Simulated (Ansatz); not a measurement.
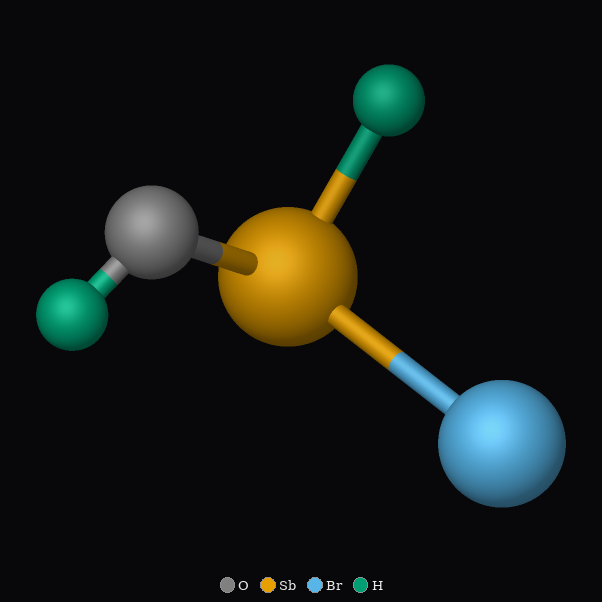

The picture shows a molecular structure as a ball-and-stick model.

The computed structure is the end point of a PBE0-D4/def2-TZVP optimisation.

Question: Count the atoms of each element.

Answer: BrH2OSb, 5 atoms: 1 bromine, 2 hydrogen, 1 oxygen and 1 antimony.

Question: Give a SMILES string for it.

Answer: [OH][SbH][Br]

Question: How many bonds of each kind are drawn?

Answer: 1 O–Sb, 1 Br–Sb, 1 O–H, 1 Sb–H.

Question: How many atoms are distinct by symmetry?

Answer: 5: 1 O, 1 Sb, 1 Br, 1 H, 1 H.

Question: Which point group does it belong to?

Answer: C1.

The parts below concern this one geometry. Atoms keep their numbers from picture to picture.

**Shape**

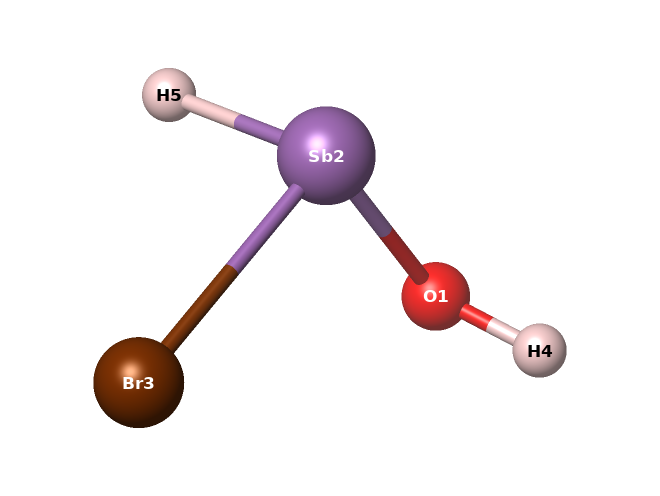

Atoms carry their numbers in the input.

Question: How are the neighbours of atom 2 arranged?

Answer: Sb2 has 3 neighbours (O1 at 1.96, Br3 at 2.52, H5 at 1.71 Å); the arrangement is trigonal pyramidal.

Question: How are the neighbours of atom 1 arranged?

Answer: O1 has 2 neighbours (Sb2 at 1.96, H4 at 0.96 Å); the arrangement is bent.

**Vibrations**

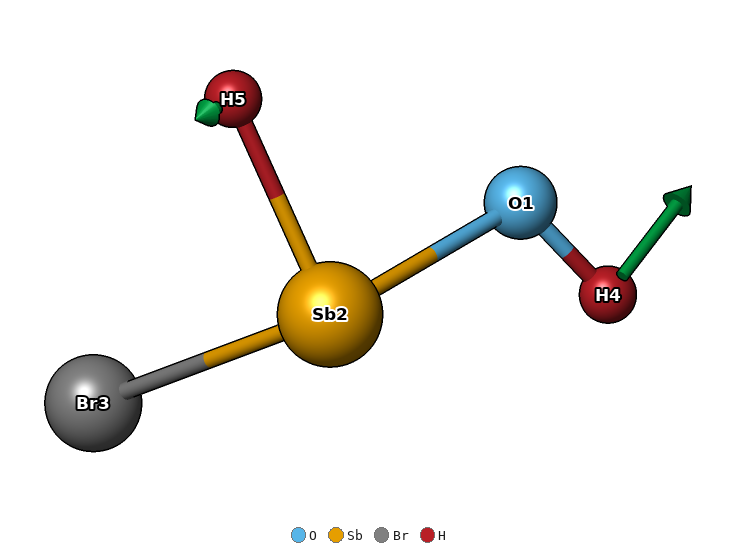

The arrows show one normal mode. Harmonic vibrations computed with RKS PBE0-D4/def2-TZVP, core potentials on Sb (Ansatz 0.2.0) at a stationary point of the same level.

Question: Describe the motion.

Answer: Mostly H–O–Sb bending.

Question: Estimate its harmonic wavenumber.

Answer: 928 cm⁻¹; it is mode 7 of 9 counted from the lowest.

**Charges**

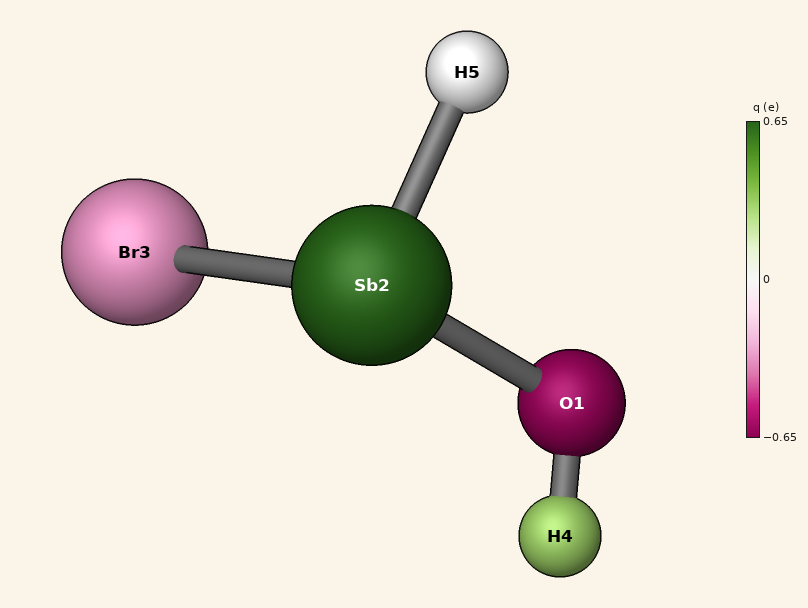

Atoms are coloured by their Mulliken charges. Properties computed with RKS PBE0-D4/def2-TZVP, core potentials on Sb (Ansatz 0.2.0).

Give the Mulliken charges atom by atom.

```
atom  value (e)
  O1      −0.63
 Sb2       0.64
 Br3      −0.33
  H4       0.32
  H5       0.00
```

**Levels of theory compared**

Program: Ansatz 0.2.0.

Tabulate dipole (D), HOMO–LUMO gap (eV), HOMO energy (eV) at these levels: B3LYP-D4/def2-TZVPP; PBE-D4/def2-TZVPP; r2SCAN-D4/def2-TZVPP; ωB97M-V/def2-TZVPP.

```csv
level,dipole (D),HOMO–LUMO gap (eV),HOMO energy (eV)
B3LYP-D4/def2-TZVPP,2.78,5.56,−7.34
PBE-D4/def2-TZVPP,2.61,4.11,−6.38
r2SCAN-D4/def2-TZVPP,2.67,4.56,−6.68
ωB97M-V/def2-TZVPP,2.80,9.87,−9.62
```

Mulliken values depend strongly on the basis set and can even reverse the polarity of a bond.
